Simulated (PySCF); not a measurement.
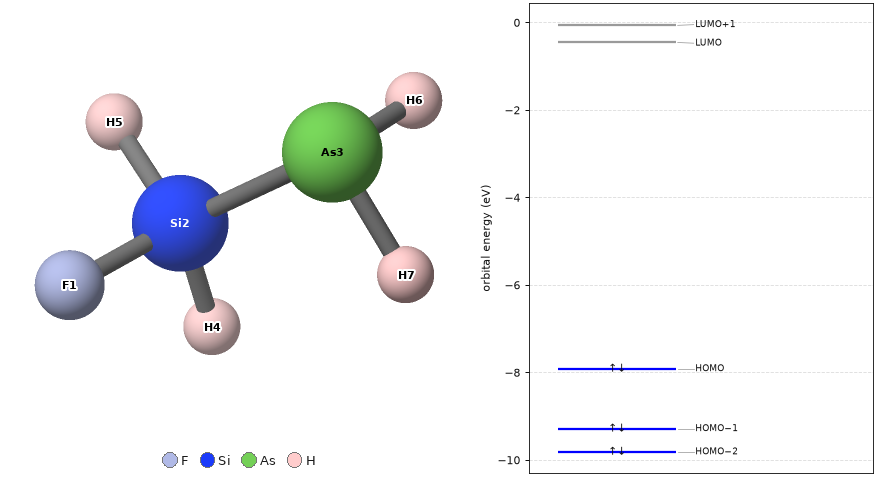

SiAsH₄F, SMILES F[SiH2][AsH2]. Kohn-Sham orbital energies near the frontier, PBE0/def2-SVPD, PySCF, at a GFN2-xTB geometry (no frequency check), isolated molecule; empty levels in grey, levels within 0.03 eV side by side.

**Where do the frontier orbitals lie?**

HOMO at −7.92 eV, LUMO at −0.46 eV, 7.46 eV apart.

**On which atoms do HOMO and LUMO mostly sit?**

HOMO: As3 62 %, Si2 17 %, H7/H6 6 % each. LUMO: Si2 39 %, As3 26 %, H5/H4 11 % each (Löwdin shares).

Note: the tight-binding geometry is rougher than a DFT one and adds to the error; empty levels above zero depend strongly on the basis.
